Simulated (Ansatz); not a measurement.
Input file:

```
crystal:
  periodic: [false, false, false]
  atoms:
    - {symbol: C, position_ang: [1.882817, -4.022441, 0.927444]}
    - {symbol: C, position_ang: [0.570638, -3.413723, 0.433460]}
    - {symbol: C, position_ang: [0.630457, -1.879562, 0.297483]}
    - {symbol: Be, position_ang: [1.814746, -1.268361, -0.715873]}
    - {symbol: F, position_ang: [2.777609, -0.737405, -1.565342]}
    - {symbol: H, position_ang: [2.713078, -3.807989, 0.230049]}
    - {symbol: H, position_ang: [2.167406, -3.611369, 1.910674]}
    - {symbol: H, position_ang: [1.816601, -5.117353, 1.030215]}
    - {symbol: H, position_ang: [-0.242244, -3.703445, 1.123872]}
    - {symbol: H, position_ang: [0.306860, -3.863536, -0.540494]}
    - {symbol: H, position_ang: [-0.350463, -1.491565, -0.039862]}
    - {symbol: H, position_ang: [0.782679, -1.430349, 1.300015]}
basis:
  gaussian: {orbitals: def2-TZVPD}
hamiltonian: {xc: pbe0}
output: {forces: true, orbitals: {seedname: orbitals}}
```

Launched as:

```sh
ansatz run input.yaml --threads 2 --pin off --max-ram 4350MiB --events-out events.jsonl --progress --plain --runs-dir runs
```

Geometry: B3LYP-D3(BJ)/def2-SVP.

Level of theory: isolated molecule in a Gaussian basis; Kohn-Sham density functional theory, functional PBE0 (Ansatz).

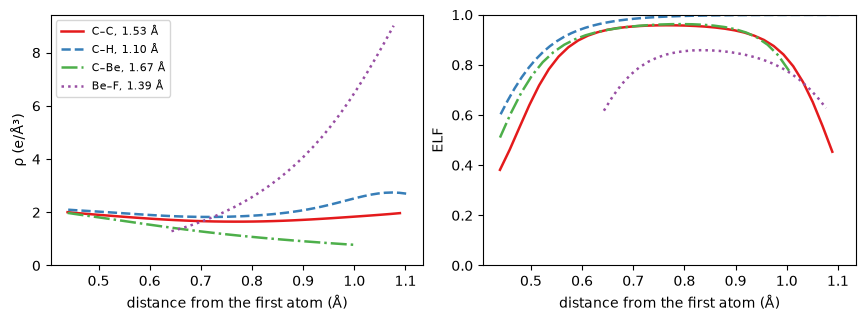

C3H7BeF. Electron density and electron localisation function along straight lines between neighbouring atoms. The curves leave out the atomic cores.

What can be read from the curves?

Answer. C–C (1.53 Å): the density is about 1.6 e/Å³ at the midpoint; the ELF peaks at about 0.95 between the atoms; localised, covalent bonding.
C–H (1.10 Å): ρ is about 2 e/Å³ halfway; the ELF climbs to about 1 towards the hydrogen, as it does in any bond to H: a covalent bond by its length.
C–Be (1.67 Å): the density is about 1 e/Å³ at the midpoint; the ELF peaks at about 0.95 between the atoms, as expected for a polar covalent bond.
Be–F (1.39 Å): the density is about 1.6 e/Å³ at the midpoint; the ELF peaks at about 0.85 in the valence shell of F, 0.6 Å from its nucleus, and is about 0.75 at the midpoint.
